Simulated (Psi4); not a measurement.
**BH2O (SMILES B[O]): U-wB97M-V/def2-SVP (density fitting with cc-pvqz-jkfit, sweep point 5)**

Aim: the vertical ionisation energy of BH2O at U-wB97M-V/def2-SVP (density fitting with cc-pvqz-jkfit, sweep point 5), from 2 runs. 

The calculation is run with Psi4 1.11.

2 further runs of the same task are left out: 2 set aside as unsound or not needed.

## 1. The structure to begin with

BH2O has 4 atoms, charge 0, and is taken as a doublet. SMILES: `B[O]`. The shape is that of a PBE0-D4/def2-TZVP optimisation.

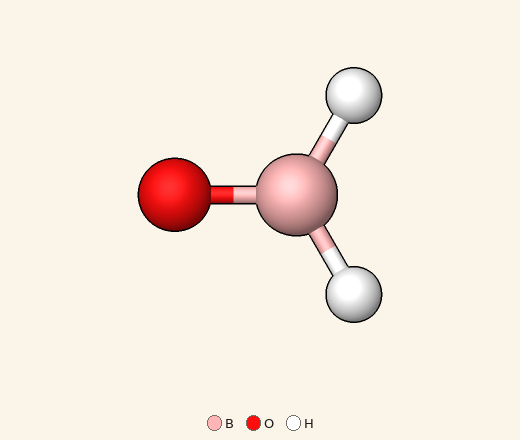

The structure, seen from a chosen angle (boron pink, oxygen red, hydrogen white).

## 2. The energy at U-wB97M-V/def2-SVP (density fitting with cc-pvqz-jkfit, sweep point 5)

input.in reads:

```
memory 1.6 GB

molecule {
  0 2
  B     -0.001100    -0.010300    -0.015100
  O      1.025300    -0.340800     0.676900
  H     -1.052600    -0.587700     0.151600
  H      0.083900     0.878500    -0.833600
  symmetry c1
}

set globals {
  reference uks
  puream true
  scf_type df
  dft_radial_points 99
  dft_spherical_points 590
  df_basis_scf cc-pvqz-jkfit
  maxiter 150
}

energy("wb97m-v/def2-SVP")
```

The run is started by

```console
$ psi4 -n 1 input.in input.out
```

input.out:

```text
[...]
  Running in c1 symmetry.
[...]
  Nuclear repulsion =   25.066185915136671
[...]
  Multiplicity = 2
[...]
  Nalpha       = 8
  Nbeta        = 7
[...]
    Number of basis functions: 38
[...]
   @DF-UKS iter   1:  -101.00108345131039   -6.89177e-01   1.27344e-02 ADIIS/DIIS
[...]
   @DF-UKS iter   9:  -101.11838445375470   -3.48871e-08   7.82022e-07 DIIS
[...]
   @S^2 Observed:                7.576011847E-01
[...]
    Orbital Energies [Eh]
    ---------------------
    Alpha Occupied:
       1A    -19.408754     2A     -6.939932     3A     -1.141153
       4A     -0.621978     5A     -0.573586     6A     -0.535482
       7A     -0.501019     8A     -0.416658
    Alpha Virtual:
       9A      0.067615    10A      0.184436    11A      0.205066
      12A      0.268934    13A      0.280719    14A      0.318717
      15A      0.387587    16A      0.660739    17A      0.694694
      18A      0.697553    19A      0.957589    20A      0.982307
      21A      1.070756    22A      1.175646    23A      1.196947
      24A      1.252866    25A      1.355841    26A      1.371785
[...]
  @DF-UKS Final Energy:  -101.11838445375470
   => Energetics <=
    Nuclear Repulsion Energy =             25.0661859151366713
    One-Electron Energy =                -186.8604274066095741
    Two-Electron Energy =                  70.0311854285093318
    DFT Exchange-Correlation Energy =      -9.4180594307405503
    Empirical Dispersion Energy =           0.0000000000000000
    VV10 Nonlocal Energy =                  0.0627310399494465
    Total Energy =                       -101.1183844537547003
[...]
 Multipole Moments:
 ------------------------------------------------------------------------------------
     Multipole            Electronic (a.u.)      Nuclear  (a.u.)        Total (a.u.)
 ------------------------------------------------------------------------------------
 L = 1.  Multiply by 2.5417464519 to convert [e a0] to [Debye]
 Dipole X            :          0.9884968           -1.3939566           -0.4054599
 Dipole Y            :         -0.3184874            0.4490229            0.1305355
 Dipole Z            :          0.6666347           -0.9399742           -0.2733396
 Magnitude           :                                                    0.5061143
[...]
```

Run time: 19 s. Hardware: 1 thread of AMD EPYC 9R45 (Zen 5), shared host; peak memory 0.83 GiB.

## 3. The singlet cation, same level

input.dat reads:

```
memory 1600 mb

molecule m {
  1 1
  B     -0.001100    -0.010300    -0.015100
  O      1.025300    -0.340800     0.676900
  H     -1.052600    -0.587700     0.151600
  H      0.083900     0.878500    -0.833600
  symmetry c1
}

set {
  basis def2-SVP
  puream true
  scf_type df
  dft_radial_points 99
  dft_spherical_points 590
  df_basis_scf cc-pvqz-jkfit
}

result = energy('wb97m-v')
```

The run is started by

```console
$ psi4 -n 1 input.dat output.dat
```

output.dat:

```text
[...]
  Running in c1 symmetry.
[...]
  Nuclear repulsion =   25.066185915136671
[...]
  Multiplicity = 1
[...]
  Nalpha       = 7
  Nbeta        = 7
[...]
    Number of basis functions: 38
[...]
   @DF-RKS iter   1:  -100.60037461716580   -2.88468e-01   8.88159e-03 DIIS/ADIIS
[...]
   @DF-RKS iter   8:  -100.67096376860479   -6.60179e-09   7.92358e-07 DIIS
[...]
    Orbital Energies [Eh]
    ---------------------
    Doubly Occupied:
       1A    -19.793392     2A     -7.293500     3A     -1.472754
       4A     -0.946454     5A     -0.865522     6A     -0.860962
       7A     -0.829969
[...]
  @DF-RKS Final Energy:  -100.67096376860479
   => Energetics <=
    Nuclear Repulsion Energy =             25.0661859151366713
    One-Electron Energy =                -181.5974344469597952
    Two-Electron Energy =                  64.9999875923758310
    DFT Exchange-Correlation Energy =      -9.1990031489683783
    Empirical Dispersion Energy =           0.0000000000000000
    VV10 Nonlocal Energy =                  0.0593003198108655
    Total Energy =                       -100.6709637686047927
[...]
 Multipole Moments:
 ------------------------------------------------------------------------------------
     Multipole            Electronic (a.u.)      Nuclear  (a.u.)        Total (a.u.)
 ------------------------------------------------------------------------------------
 L = 1.  Multiply by 2.5417464519 to convert [e a0] to [Debye]
 Dipole X            :          0.1021692           -1.3939566           -1.2917874
 Dipole Y            :         -0.0328888            0.4490229            0.4161342
 Dipole Z            :          0.0688770           -0.9399742           -0.8710973
 Magnitude           :                                                    1.6126664
[...]
```

Run time: 16 s. Hardware: 1 thread of AMD EPYC 9R45 (Zen 5), shared host; peak memory 0.83 GiB.

## 4. Outcome

Level: U-wB97M-V/def2-SVP (density fitting with cc-pvqz-jkfit, sweep point 5).

```
                                          quantity          value
                        doublet BH2O: total energy  -101.11838 Eh
                       doublet BH2O: dipole moment         1.29 D
  doublet BH2O: HOMO energy (highest over α and β)      -11.34 eV
   doublet BH2O: LUMO energy (lowest over α and β)       -2.22 eV
                                doublet BH2O: ⟨S²⟩          0.758
                      singlet cation: total energy  -100.67096 Eh
                       singlet cation: HOMO energy      -22.58 eV
                       singlet cation: LUMO energy      -12.80 eV
                     singlet cation: HOMO–LUMO gap        9.79 eV
vertical ionisation energy (to the singlet cation)      12.175 eV
```

In words: Removing an electron at fixed nuclei costs 12.17 eV (1175 kJ/mol). Only the singlet of the ionised species was computed; a triplet could lie lower.
